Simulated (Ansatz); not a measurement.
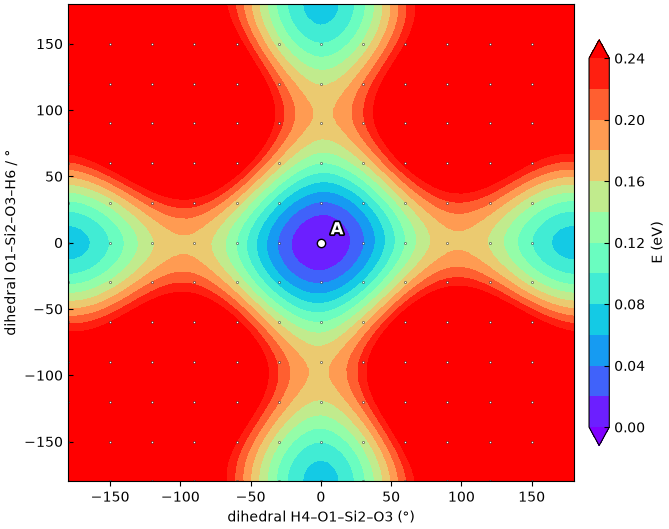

H3O2Si, SMILES O[SiH+]O, charge +1. 
- First axis: dihedral H4–O1–Si2–O3. Second axis: dihedral O1–Si2–O3–H6.
- Nothing is relaxed (all other coordinates rigid).
- Grid: 12 × 12 points; 43 points were computed and 101 follow by symmetry.
- Energies: eV, counted from the lowest grid point.
- Computed with Ansatz, RKS B3LYP-D4/def2-TZVP.

Drawn: filled contours, dots at the grid points, one colour for all values above the top of the scale, the well A. Between grid points the surface is interpolated.

Where is the minimum, and how stiff is the well along each coordinate? Take the well at A.

Answer. The interpolated minimum is at dihedral H4–O1–Si2–O3 ≈ 0°, dihedral O1–Si2–O3–H6 ≈ 0°. The curvatures there are about 0.31 eV/rad² and 0.31 eV/rad², with a cross term of about −0.02 eV/rad². Round the minimum the two coordinates are weakly coupled (coupling −0.07 in units of the two stiffnesses).
